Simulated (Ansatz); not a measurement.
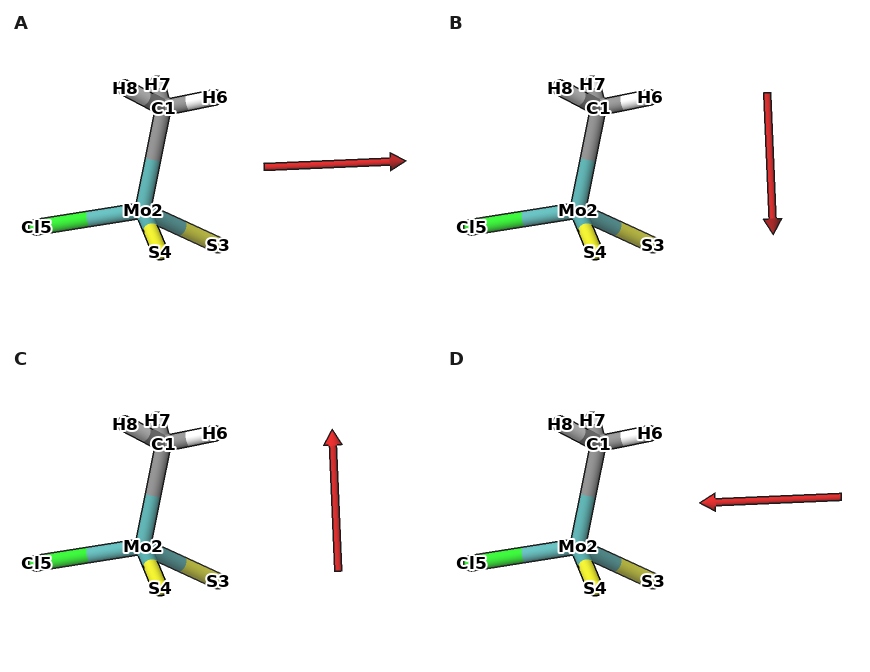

The same molecule four times, each with an arrow. Charge 0, singlet. The computed structure is the end point of a PBE-D4/def2-SVP optimisation. No frequency run is at hand to confirm it as a minimum. Level of theory: RKS PBE-D4/def2-SVP, core potentials on Mo (Ansatz 0.2.0).

> Which arrow points along the dipole moment, from the negative to the positive end?

C. The dipole moment is 1.97 D; it points from the side of S3, S4 to the side of H7, H8 (the outermost atoms at the two ends).
